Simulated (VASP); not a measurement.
## Driving VASP from ASE on Cd (Cadmium)

Do ASE scripts that read Cd (Cadmium) from different structure formats give one answer, and do several routes find one equilibrium volume? All runs use LDA. Left out of this account: 1 further run (self-consistent run: a reference on another mesh). The start is a cell from a database of measured crystal structures.

Program: VASP 6.6.1. Level of theory: LDA; plane waves and PAW (Cd). Results are calculated unless marked as measured.

### Step 1. The starting structure

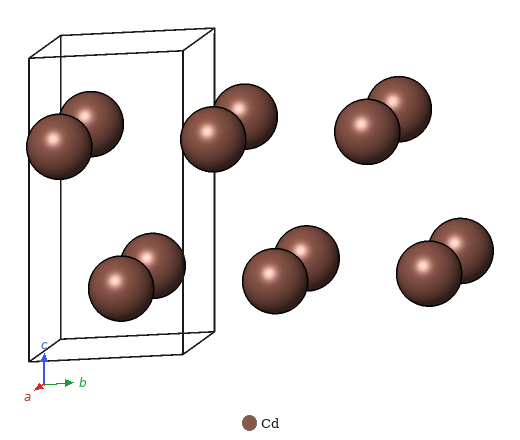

The cell as given, slightly off an axis (cadmium brown). 2×3×1 cells are drawn.

Coordinates:

```xyz
2
Lattice="2.9789 0.0000 0.0000 -1.4894 2.5798 0.0000 0.0000 0.0000 5.6177" Properties=species:S:1:pos:R:3 pbc="T T T"
Cd    0.0000    1.7199    1.4044
Cd    1.4894    0.8599    4.2132
```

### Step 2. Self-consistent run (LDA, through ASE)

A single point through ASE, with the structure typed into the script.

run.py

```python
import numpy as np
from ase.calculators.vasp import Vasp
from ase import Atoms
from ase.dft.bandgap import bandgap

atoms = Atoms(['Cd', 'Cd'],
              cell=[[2.97887, 0.0, 0.0], [-1.489435, 2.57977709, 0.0], [0.0, 0.0, 5.61765]],
              scaled_positions=[[0.33333333, 0.66666667, 0.25], [0.66666667, 0.33333333, 0.75]],
              pbc=True)

calc = Vasp(
    xc='lda',
    pp='LDA',
    prec='Accurate',
    encut=400,
    ediff=1e-06,
    nelm=100,
    ismear=-1,
    sigma=0.05,
    lreal=False,
    algo='Normal',
    nbands=18,
    lorbit=11,
    lwave=False,
    lcharg=False,
    kpar=2,
    isif=2,
    pp_version='64',
    setups={'Cd': ''},
    kpts=(15, 15, 7),
    gamma=True,
    txt='vasp.out',
)
atoms.calc = calc

print("energy (eV):", round(atoms.get_potential_energy(), 6))
print("Fermi level (eV):", round(calc.get_fermi_level(), 4))
print("forces (eV/A):")
print(np.round(atoms.get_forces(), 4))
print("stress (GPa, Voigt, tension positive):", np.round(atoms.get_stress() * 160.21766, 3))
gap, p1, p2 = bandgap(calc, direct=False)
print("gap on the mesh (eV):", round(gap, 4))
```

Potentials, in the order of the species: Cd (LDA family, release 64).

On the command line:

```
$ export ASE_VASP_COMMAND="mpirun -np 2 vasp_std"
$ python run.py
```

The program printed:

```text
energy (eV): -3.007389
Fermi level (eV): 2.8227
forces (eV/A):
[[ 0. -0.  0.]
 [-0.  0.  0.]]
stress (GPa, Voigt, tension positive): [ 5.645  5.645  3.472  0.    -0.    -0.   ]
gap on the mesh (eV): 0.0
```

Elapsed: 23 s, on 2 MPI ranks of AMD EPYC 7R43, shared host; peak memory 0.25 GiB; 42 s of CPU time.

Lines that name or quote the potential files are left out of all logs, and their timing lines are given in words.

ASE turned this into the INCAR:

```
ENCUT = 400.000000
SIGMA = 0.050000
EDIFF = 1.00e-06
ALGO = Normal
PREC = Accurate
ISIF = 2
ISMEAR = -1
KPAR = 2
LORBIT = 11
NBANDS = 18
NELM = 100
LCHARG = .FALSE.
LWAVE = .FALSE.
LREAL = .FALSE.
```

The KPOINTS that ASE wrote:

```
KPOINTS created by Atomic Simulation Environment
0
Gamma
15 15 7
0 0 0
```

VASP's own log, vasp.out:

```text
[banner, memory and clock lines left out]
running    2 mpi-ranks, on    1 nodes
 distrk:  each k-point on    1 cores,    2 groups
 distr:  one band on    1 cores,    1 groups

 POSCAR found type information on POSCAR Cd
 POSCAR found :  1 types and       2 ions
 LDA part: xc-table for (Slater(with rela. corr.)+CA(PZ))
 , standard interpolation
 POSCAR, INCAR and KPOINTS ok, starting setup
 FFT: planning ... GRIDC
 FFT: planning ... GRID_SOFT
 FFT: planning ... GRID
 WAVECAR not read
 entering main loop
       N       E                     dE             d eps       ncg     rms          rms(c)
DAV:   1     0.152532849276E+03    0.15253E+03   -0.11555E+04  3896   0.110E+03
DAV:   2     0.233381083598E+00   -0.15230E+03   -0.14807E+03  3990   0.321E+02
DAV:   3    -0.315900959469E+01   -0.33924E+01   -0.33860E+01  4438   0.553E+01
DAV:   4    -0.316473900795E+01   -0.57294E-02   -0.57288E-02  4266   0.207E+00
DAV:   5    -0.316475692303E+01   -0.17915E-04   -0.17915E-04  4258   0.117E-01    0.457E+00
DAV:   6    -0.302749629873E+01    0.13726E+00   -0.31585E-01  4170   0.692E+00    0.367E+00
DAV:   7    -0.301217444894E+01    0.15322E-01   -0.27830E-02  4252   0.146E+00    0.176E+00
DAV:   8    -0.300953709419E+01    0.26374E-02   -0.33648E-03  4076   0.781E-01    0.876E-02
DAV:   9    -0.300954586967E+01   -0.87755E-05   -0.23998E-05  4236   0.538E-02    0.332E-02
DAV:  10    -0.300955138409E+01   -0.55144E-05   -0.68778E-06  4146   0.323E-02    0.209E-03
DAV:  11    -0.300955141989E+01   -0.35801E-07   -0.55685E-08  2108   0.221E-03
   1 F= -.30095514E+01 E0= -.30073888E+01  d E =-.432523E-02
```

From OUTCAR (step 2):

```text
ion  position               nearest neighbor table
   1  0.333  0.667  0.250-   2 3.29   2 3.29   2 3.29   2 3.29   2 3.29   2 3.29
   2  0.667  0.333  0.750-   1 3.29   1 3.29   1 3.29   1 3.29   1 3.29   1 3.29

  LATTYP: Found a hexagonal cell.
 ALAT       =     2.9788700000
 C/A-ratio  =     1.8858325472

 Subroutine GETGRP returns: Found 24 space group operations
 (whereof 12 operations were pure point group operations)

The static configuration has the point symmetry D_3d.
 The point group associated with its full space group is D_6h.

 Found    108 irreducible k-points:

   k-points           NKPTS =    108   k-points in BZ     NKDIM =    108   number of bands    NBANDS=     18

   dimension x,y,z NGX =    20 NGY =   20 NGZ =   40
   dimension x,y,z NGXF=    40 NGYF=   40 NGZF=   80

   ENCUT  =  400.0 eV  29.40 Ry    5.42 a.u.   4.86  4.86  9.16*2*pi/ulx,y,z

   NELECT =      24.0000    total number of electrons

 k-points in reciprocal lattice and weights: KPOINTS created by Atomic Simulation Env
   0.00000000  0.00000000  0.00000000       0.001
   0.06666667  0.00000000  0.00000000       0.004
   0.13333333  0.00000000  0.00000000       0.004
   0.20000000  0.00000000  0.00000000       0.004
   0.26666667  0.00000000  0.00000000       0.004
   0.33333333  0.00000000  0.00000000       0.004
   0.40000000  0.00000000  0.00000000       0.004
   0.46666667  0.00000000  0.00000000       0.004
   0.06666667  0.06666667  0.00000000       0.004
[...]
0.33333333  0.26666667  0.42857143       0.015
   0.33333333  0.33333333  0.42857143       0.003

 average (electrostatic) potential at core
       1 -40.2160       2 -40.2160

 E-fermi :   2.8227

 k-point     1 :       0.0000    0.0000    0.0000
  band No.  band energies     occupation
    ...
      9      -5.9419      2.00000
     10      -5.6856      2.00000
     11      -5.6856      2.00000
     12      -0.3471      2.00000
     13      -0.3060      2.00000
     14      13.2349      0.00000
     15      17.2745      0.00000
     16      17.4825      0.00000
     17      17.4825      0.00000
     18      17.6635      0.00000

 k-point     2 :       0.0667    0.0000    0.0000
  band No.  band energies     occupation
    ...
      9      -5.9568      2.00000
     10      -5.7465      2.00000
     11      -5.6847      2.00000
     12      -0.2839      2.00000
     13      -0.1296      2.00000
     14      13.3793      0.00000
     15      15.5972      0.00000
     16      16.5903      0.00000
     17      17.0694      0.00000
     18      17.6427      0.00000

 k-point     3 :       0.1333    0.0000    0.0000
  band No.  band energies     occupation
    ...
      9      -5.8885      2.00000
     10      -5.7536      2.00000
     11      -5.6839      2.00000
     12      -0.0836      2.00000
     13       0.3696      2.00000
     14      13.0497      0.00000
     15      13.7897      0.00000
     16      15.2566      0.00000
     17      16.6265      0.00000
     18      17.2237      0.00000

  Total       -1.5211561     -1.5211561     -0.9355825      0.0000000      0.0000000      0.0000000
  in kB      -56.4541618    -56.4541616    -34.7219606      0.0000000      0.0000000      0.0000000
  external PRESSURE =     -49.2100947 kB  Pullay stress =       0.0000000 kB

  energy-cutoff  :      400.00
  volume of cell :       43.17
      direct lattice vectors                 reciprocal lattice vectors
     2.978870000  0.000000000  0.000000000     0.335697765  0.193815195  0.000000000
    -1.489435000  2.579777090  0.000000000     0.000000000  0.387630390  0.000000000
     0.000000000  0.000000000  5.617650000     0.000000000  0.000000000  0.178010378

 POSITION                                       TOTAL-FORCE (eV/Angst)
 -----------------------------------------------------------------------------------
     -0.00000      1.71985      1.40441         0.000000     -0.000000      0.000000
      1.48944      0.85993      4.21324        -0.000000      0.000000      0.000000
 -----------------------------------------------------------------------------------
    total drift:                               -0.000002      0.000001      0.000000

  FREE ENERGIE OF THE ION-ELECTRON SYSTEM (eV)
  ---------------------------------------------------
  free  energy   TOTEN  =        -3.0095514199 eV

  energy  without entropy=       -3.0052261933  energy(sigma->0) =       -3.00738881

 total charge
# of ion       s       p       d       tot
------------------------------------------
    1        0.536   0.309   9.472  10.317
    2        0.536   0.309   9.472  10.317
--------------------------------------------------
tot          1.072   0.618  18.944  20.634

[... 3 further parts left out ...]
```

At this level the cell is under a tension of 4.9 GPa, so at these settings it is away from equilibrium.

This step gave:

```yaml
scf_cycles: 11
electrons: 24
bands: 18
irreducible_k_points: 108
symmetry_operations: 24
free_energy_toten: -3.010 eV
energy_at_zero_smearing: -3.007 eV
fermi_energy: 2.823 eV
pressure: -4.921 GPa
metallic: yes
```

The pressure is -4.92 GPa and the largest force 0.000 eV/Å, so the cell is not at a minimum at these settings.

### Step 3. A single point (LDA, through ASE)

The single point through ASE, with the structure read from a CIF with its space group. The mesh changes to 9×9×4, so this is no clean test of the format.

Changes to run.py since step 2:

```diff
@@ -2,9 +2,6 @@
 from ase.calculators.vasp import Vasp
-from ase import Atoms
+from ase.io import read
 from ase.dft.bandgap import bandgap
 
-atoms = Atoms(['Cd', 'Cd'],
-              cell=[[2.97887, 0.0, 0.0], [-1.489435, 2.57977709, 0.0], [0.0, 0.0, 5.61765]],
-              scaled_positions=[[0.33333333, 0.66666667, 0.25], [0.66666667, 0.33333333, 0.75]],
-              pbc=True)
+atoms = read('Cd.cif')
 
@@ -29,3 +26,3 @@
     setups={'Cd': ''},
-    kpts=(15, 15, 7),
+    kpts=(9, 9, 4),
     gamma=True,
```

Cd.cif

```cif
data_Cd
_cell_length_a 2.97887000
_cell_length_b 2.97887000
_cell_length_c 5.61765000
_cell_angle_alpha 90.00000000
_cell_angle_beta 90.00000000
_cell_angle_gamma 120.00000000
_space_group_name_H-M_alt 'P6_3/mmc'
_space_group_name_Hall '-P 6c 2c'
_space_group_IT_number 194
loop_
_space_group_symop_operation_xyz
'x,y,z'
'-x,-y,-z'
'x-y,x,z+1/2'
'-x+y,-x,-z+1/2'
'-y,x-y,z'
'y,-x+y,-z'
'-x,-y,z+1/2'
'x,y,-z+1/2'
'-x+y,-x,z'
'x-y,x,-z'
'y,-x+y,z+1/2'
'-y,x-y,-z+1/2'
'-y,-x,-z+1/2'
'y,x,z+1/2'
'-x,-x+y,-z'
'x,x-y,z'
'-x+y,y,-z+1/2'
'x-y,-y,z+1/2'
'y,x,-z'
'-y,-x,z'
'x,x-y,-z+1/2'
'-x,-x+y,z+1/2'
'x-y,-y,-z'
'-x+y,y,z'
loop_
_atom_site_label
_atom_site_type_symbol
_atom_site_symmetry_multiplicity
_atom_site_Wyckoff_symbol
_atom_site_fract_x
_atom_site_fract_y
_atom_site_fract_z
_atom_site_occupancy
Cd1 Cd 2 c 0.3333333333 0.6666666667 0.2500000000 1
```

The program printed:

```text
energy (eV): -2.966848
Fermi level (eV): 2.9403
forces (eV/A):
[[ 0.  0.  0.]
 [-0. -0. -0.]]
stress (GPa, Voigt, tension positive): [ 5.149  5.149  2.591  0.    -0.     0.   ]
gap on the mesh (eV): 0.0
```

It took 10 s on 2 MPI ranks; peak memory 0.2 GiB.

The INCAR that ASE wrote:

```
ENCUT = 400.000000
SIGMA = 0.050000
EDIFF = 1.00e-06
ALGO = Normal
PREC = Accurate
ISIF = 2
ISMEAR = -1
KPAR = 2
LORBIT = 11
NBANDS = 18
NELM = 100
LCHARG = .FALSE.
LWAVE = .FALSE.
LREAL = .FALSE.
```

The KPOINTS that ASE wrote:

```
KPOINTS created by Atomic Simulation Environment
0
Gamma
9 9 4
0 0 0
```

VASP's own log, vasp.out:

```text
[... set-up lines as in an earlier step ...]
 entering main loop
       N       E                     dE             d eps       ncg     rms          rms(c)
DAV:   1     0.151698462679E+03    0.15170E+03   -0.11409E+04  1296   0.110E+03
DAV:   2     0.234111083720E+00   -0.15146E+03   -0.14640E+03  1332   0.320E+02
DAV:   3    -0.311946577042E+01   -0.33536E+01   -0.33460E+01  1490   0.550E+01
DAV:   4    -0.312496814417E+01   -0.55024E-02   -0.55017E-02  1436   0.202E+00
DAV:   5    -0.312498478136E+01   -0.16637E-04   -0.16637E-04  1438   0.112E-01    0.458E+00
DAV:   6    -0.298959484208E+01    0.13539E+00   -0.31095E-01  1370   0.688E+00    0.369E+00
DAV:   7    -0.297479952814E+01    0.14795E-01   -0.26020E-02  1406   0.141E+00    0.178E+00
DAV:   8    -0.297220342098E+01    0.25961E-02   -0.32555E-03  1358   0.765E-01    0.832E-02
DAV:   9    -0.297221157896E+01   -0.81580E-05   -0.24334E-05  1432   0.539E-02    0.314E-02
DAV:  10    -0.297221663602E+01   -0.50571E-05   -0.62572E-06  1382   0.309E-02    0.228E-03
DAV:  11    -0.297221666900E+01   -0.32982E-07   -0.47341E-08   688   0.203E-03
   1 F= -.29722167E+01 E0= -.29668481E+01  d E =-.107371E-01
```

OUTCAR, selected parts (step 3):

```text
 Found     36 irreducible k-points:

   k-points           NKPTS =     36   k-points in BZ     NKDIM =     36   number of bands    NBANDS=     18

   NELECT =      24.0000    total number of electrons

 E-fermi :   2.9403

 k-point     1 :       0.0000    0.0000    0.0000
  band No.  band energies     occupation
    ...
      9      -5.9318      2.00000
     10      -5.6753      2.00000
     11      -5.6753      2.00000
     12      -0.3415      2.00000
     13      -0.3071      2.00000
     14      13.2375      0.00000
     15      17.2786      0.00000
     16      17.4844      0.00000
     17      17.4844      0.00000
     18      17.6669      0.00000

 k-point     2 :       0.1111    0.0000    0.0000
  band No.  band energies     occupation
    ...
      9      -5.8863      2.00000
     10      -5.8272      2.00000
     11      -5.6733      2.00000
     12      -0.1616      2.00000
     13       0.1703      2.00000
     14      13.6302      0.00000
     15      13.9094      0.00000
     16      15.7026      0.00000
     17      16.7816      0.00000
     18      17.5101      0.00000

  Total       -1.3875313     -1.3875313     -0.6980396     -0.0000000     -0.0000000      0.0000000
  in kB      -51.4949896    -51.4949896    -25.9061104     -0.0000000     -0.0000000      0.0000000
  external PRESSURE =     -42.9653632 kB  Pullay stress =       0.0000000 kB

  energy-cutoff  :      400.00
  volume of cell :       43.17
      direct lattice vectors                 reciprocal lattice vectors
     2.978870000  0.000000000  0.000000000     0.335697765  0.193815195  0.000000000
    -1.489435000  2.579777095  0.000000000     0.000000000  0.387630390  0.000000000
     0.000000000  0.000000000  5.617650000     0.000000000  0.000000000  0.178010378

 POSITION                                       TOTAL-FORCE (eV/Angst)
 -----------------------------------------------------------------------------------
     -0.00000      1.71985      1.40441         0.000000      0.000000      0.000000
      1.48944      0.85993      4.21324        -0.000000     -0.000000     -0.000000
 -----------------------------------------------------------------------------------
    total drift:                               -0.000000      0.000000      0.000000

  FREE ENERGIE OF THE ION-ELECTRON SYSTEM (eV)
  ---------------------------------------------------
  free  energy   TOTEN  =        -2.9722166690 eV

  energy  without entropy=       -2.9614795476  energy(sigma->0) =       -2.96684811

 total charge
# of ion       s       p       d       tot
------------------------------------------
    1        0.545   0.304   9.472  10.321
    2        0.545   0.304   9.472  10.321
--------------------------------------------------
tot          1.089   0.609  18.943  20.641

[... 6 parts as in an earlier step ...]

[... 6 further parts left out ...]
```

The k-mesh is coarse for a metal. At this level the cell is under a tension of 4.3 GPa, so at these settings it is away from equilibrium.

This step gave:

```
irreducible k-points    : 36
free energy (TOTEN)     : -2.972 eV
energy at zero smearing : -2.967 eV
Fermi energy            : 2.940 eV
pressure                : -4.297 GPa
```

The energy lies +20.27 meV an atom from the first script, on another mesh.

(Part 1 of 3 ends here.)

[Lines on the potential files, build, host, timing and source positions are cut from VASP's logs without a mark.]

[Logs are printed without paths, hosts, clocks, repeated set-up lines and the standing remarks that a program may print on its own settings, such as how far it seeks lower states.]

[Hosts, paths, dates, database ids (printed as entryN), source tags and the programs' standing remarks are cut or masked in the printed files.]

[A measured line is paired with the nearest computed mode of its activity, which favours agreement.]
